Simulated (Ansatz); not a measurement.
Start from ZrSe₂ in the CdI2 type structure (space group P-3m1, No. 164; a = 3.735 Å, c = 6.032 Å; layered, stacked along the Cartesian z axis).

Now apply this change: a free-standing slab of 2 layers (6 atoms, 3 a layer) is cut normal to the stacking axis, with 15 Å of vacuum and the in-plane cell relaxed.

Computed with PBE-D3(BJ), PAW, 420 eV (Ansatz, a first-principles code; no spin-orbit coupling).

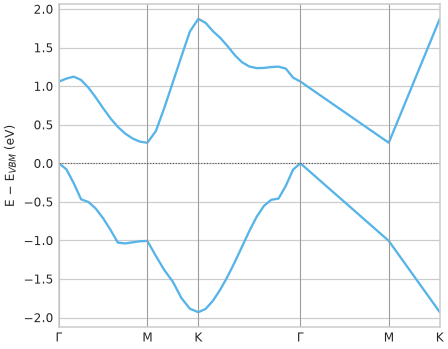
*Highest valence and lowest conduction band along the path of the changed cell's own zone*

Read the changed gap and its character from the plot.

About 0.27 eV, indirect, Γ → M.

Stability against distortions was not tested. The final runs are not spin-polarised. The zero or small gap of ZrSe2 can change with the level of theory.
